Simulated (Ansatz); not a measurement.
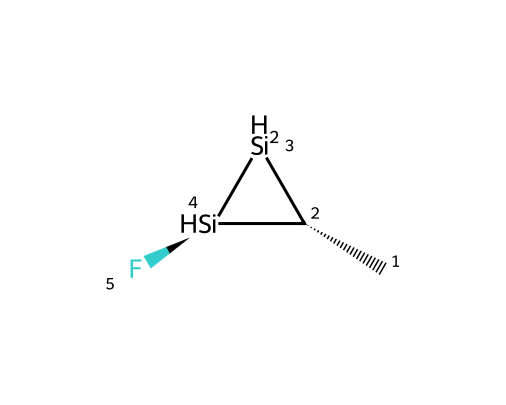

Skeletal drawing with numbered atoms; wedges and dashes mark any stereocentres. The configuration is that of a computed structure (PBE-D4/def2-SVP).

Assign CIP descriptors.

Answer. C2: S; Si4: S.

Give a SMILES with the stereochemistry.

Answer. C[C@H]1[SiH2][Si@@H]1F
